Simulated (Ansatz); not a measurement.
**MP2/6-311G(d) (density fitting with cc-pVTZ-jkfit, def2-SVP-rifit for correlation, Cartesian d past Ne, start density atoms) run of BPH4 (SMILES BP)**

Aim: the energy change on altering one bond length of BPH4 at MP2/6-311G* (density fitting with cc-pVTZ-jkfit, def2-SVP-rifit for correlation, Cartesian d past Ne, start density atoms), from 2 runs. 

The calculation is run with Ansatz 0.2.0.

7 further runs of the same task are left out: 2 for a known fault of the program, 1 that didn't finish, 4 set aside as unsound or not needed. Runs told in other sessions of the task aren't counted.

## 1. Starting point

BPH4: 6 atoms, total charge 0, spin state singlet. As SMILES, `BP`. The shape is that of a GFN2-xTB optimisation.

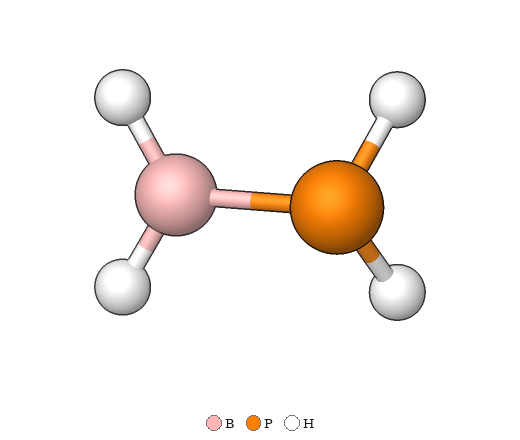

Viewed from a chosen angle; boron pink, phosphorus orange, hydrogen white.

## 2. Energy and gradient at MP2/6-311G(d) (density fitting with cc-pVTZ-jkfit, def2-SVP-rifit for correlation, Cartesian d past Ne, start density atoms)

input.yaml

```yaml
crystal:
  periodic: [false, false, false]
  atoms:
    - symbol: B
      position_ang: [0.002660, -0.867960, 0.118880]
    - symbol: P
      position_ang: [0.378740, 0.928770, 0.259630]
    - symbol: H
      position_ang: [-0.777460, -1.351190, 0.842930]
    - symbol: H
      position_ang: [0.659230, -1.540870, -0.575930]
    - symbol: H
      position_ang: [0.599110, 1.319050, -1.043720]
    - symbol: H
      position_ang: [-0.862270, 1.512200, 0.398210]
basis:
  gaussian:
    orbitals: 6-311G_st_.json
    fitting:
      mean_field: cc-pVTZ-jkfit
      correlation: def2-SVP-rifit.json
hamiltonian:
  pseudopotentials:
    relativity: none
output:
  forces: true
magnetization:
  spin_polarized: false
scf:
  lower_state_search: standard
correlation:
  method: mp2
  electrons: outside_noble_gas
```

The basis set 6-311G* is read from a file made from the Basis Set Exchange's data (not shown).

On the command line:

```console
$ ansatz run input.yaml --threads 1 --pin off --max-ram 2610MiB --events-out events.jsonl --progress --plain --runs-dir runs
```

Output:

```text
Warning: RAYON_NUM_THREADS=1 ignored (pool sized by the plan → 1); use --threads N
Functional definition: HF
  name "HF"
  exchange = exact_x
  correlation = 0
320 factors; integrals over basis functions are off by at most 1.3e-1 eV
166 factors; integrals over basis functions are off by at most 1.2e1 eV
mean field evaluation 1: about -10005.2710 eV, gradient 1.4e1 eV
mean field evaluation 2: about -10006.1834 eV, gradient 4.1e0 eV
mean field evaluation 4: about -10006.2948 eV, gradient 3.7e-1 eV
mean field -10006.29661957 eV, -367.7246182576 hartree, gradient 1.5e-6 eV, S^2 0.000000; 0 other end points of the search recorded, 0 dependent functions left out
6 core orbitals not correlated: weight in the atoms' cores, before any rotation towards them, 1.000 or more for the frozen orbitals, at most 0.000 for the correlated occupied ones
reference -10006.29661957 eV, -367.7246182576 hartree; 6, 6 occupied and 45, 45 virtual orbitals, 166 factors
second order -5.12291428 eV of doubles, -0.00000000 eV of singles
the calculation of the forces begins
mean field evaluation 8: about -10006.2966 eV, gradient 1.5e-6 eV
Total energy: -10011.41953385 eV, -367.9128818851 hartree
Atom 0 at     0.002660    -0.867960     0.118880 Å, force     0.009360     0.055925    -0.001673 eV/Å
Atom 1 at     0.378740     0.928770     0.259630 Å, force     0.336449     0.176916     0.317154 eV/Å
Atom 2 at    -0.777460    -1.351190     0.842930 Å, force    -0.436974    -0.278584     0.394405 eV/Å
Atom 3 at     0.659230    -1.540870    -0.575930 Å, force     0.354082    -0.381031    -0.385793 eV/Å
Atom 4 at     0.599110     1.319050    -1.043720 Å, force     0.381641     0.145987    -0.668823 eV/Å
Atom 5 at    -0.862270     1.512200     0.398210 Å, force    -0.644557     0.280787     0.344730 eV/Å
Dipole moment:    -0.108219     0.078010    -0.120024 e Å
```

Run time: 0.32 s. Hardware: 1 thread of Arm Neoverse V2, shared host.

## 3. The distorted shape, same level

input.yaml

```yaml
crystal:
  periodic: [false, false, false]
  atoms:
    - symbol: B
      position_ang: [0.871364, -1.276359, 0.021874]
    - symbol: P
      position_ang: [1.247444, 0.520371, 0.162624]
    - symbol: H
      position_ang: [0.091244, -1.759589, 0.745924]
    - symbol: H
      position_ang: [1.527934, -1.949269, -0.672936]
    - symbol: H
      position_ang: [1.467814, 0.910651, -1.140726]
    - symbol: H
      position_ang: [-0.862270, 1.512200, 0.398210]
basis:
  gaussian:
    orbitals: 6-311G_st_.json
    fitting:
      mean_field: cc-pVTZ-jkfit
      correlation: def2-SVP-rifit.json
hamiltonian:
  pseudopotentials:
    relativity: none
output:
  forces: true
magnetization:
  spin_polarized: false
scf:
  lower_state_search: standard
correlation:
  method: mp2
  electrons: outside_noble_gas
```

The basis set 6-311G* is read from a file made from the Basis Set Exchange's data (not shown).

On the command line:

```console
$ ansatz run input.yaml --threads 1 --pin off --max-ram 2610MiB --events-out events.jsonl --progress --plain --runs-dir runs
```

Output, cut to the lines that bear on the results:

```text
Warning: RAYON_NUM_THREADS=1 ignored (pool sized by the plan → 1); use --threads N
Functional definition: HF
  name "HF"
[...]
320 factors; integrals over basis functions are off by at most 1.5e-1 eV
166 factors; integrals over basis functions are off by at most 1.2e1 eV
[...]
mean field -10003.07908880 eV, -367.6063761829 hartree, gradient 2.8e-6 eV, S^2 0.000000; 0 other end points of the search recorded, 0 dependent functions left out; unrestricted orbitals would lower it
[...]
6 core orbitals not correlated: weight in the atoms' cores, before any rotation towards them, 1.000 or more for the frozen orbitals, at most 0.000 for the correlated occupied ones
reference -10003.07908880 eV, -367.6063761829 hartree; 6, 6 occupied and 45, 45 virtual orbitals, 166 factors
second order -5.48413758 eV of doubles, -0.00000000 eV of singles
[...]
Total energy: -10008.56322639 eV, -367.8079145218 hartree
Atom 0 at     0.871364    -1.276359     0.021874 Å, force    -0.389474     0.002411    -0.063369 eV/Å
Atom 1 at     1.247444     0.520371     0.162624 Å, force    -2.420563     1.840834     1.232061 eV/Å
Atom 2 at     0.091244    -1.759589     0.745924 Å, force    -0.387831    -0.298474     0.384786 eV/Å
Atom 3 at     1.527934    -1.949269    -0.672936 Å, force     0.449595    -0.356135    -0.400881 eV/Å
Atom 4 at     1.467814     0.910651    -1.140726 Å, force     0.059044     0.176818    -0.810540 eV/Å
Atom 5 at    -0.862270     1.512200     0.398210 Å, force     2.689229    -1.365454    -0.342056 eV/Å
Dipole moment:     0.020463    -0.040939    -0.168457 e Å
```

Wall time 0.36 s (1 thread of Arm Neoverse V2, shared host).

## 4. Summary of results

At MP2/6-311G* (density fitting with cc-pVTZ-jkfit, def2-SVP-rifit for correlation, Cartesian d past Ne, start density atoms), 6 core orbitals frozen:

| quantity | value |
| --- | --- |
| first shape: total energy | -367.91288 Eh |
| first shape: dipole moment (correlated density) | 0.86 D |
| first shape: correlation energy (6 core orbitals frozen) | -188.3 mEh |
| first shape: largest force on an atom | 0.784 eV/Å |
| distorted shape: total energy | -367.80791 Eh |
| distorted shape: dipole moment (correlated density) | 0.84 D |
| distorted shape: correlation energy (6 core orbitals frozen) | -201.5 mEh |
| distorted shape: largest force on an atom | 3.281 eV/Å |
| energy change with the P2–H6 bond stretched from 1.378 to 2.343 Å | 2.856 eV |

In words: One bond (distorted shape) is far stretched, which a spin-restricted single reference describes badly; perturbation theory on it can break down and give far too much correlation. With the P2–H6 bond stretched from 1.378 to 2.343 Å the energy rises by 2.86 eV (66 kcal/mol). The first shape isn't relaxed at this level, so the change isn't measured from a minimum. A restricted reference can't describe the breaking bond well at this length. The largest force (first shape) is 0.78 eV/Å: the shape isn't a stationary point for this species at this level. Mulliken charges (first shape) run from -0.30 on B1 to +0.10 on H3. The restricted solution (distorted shape) is unstable to spin breaking: an unrestricted one lies lower.
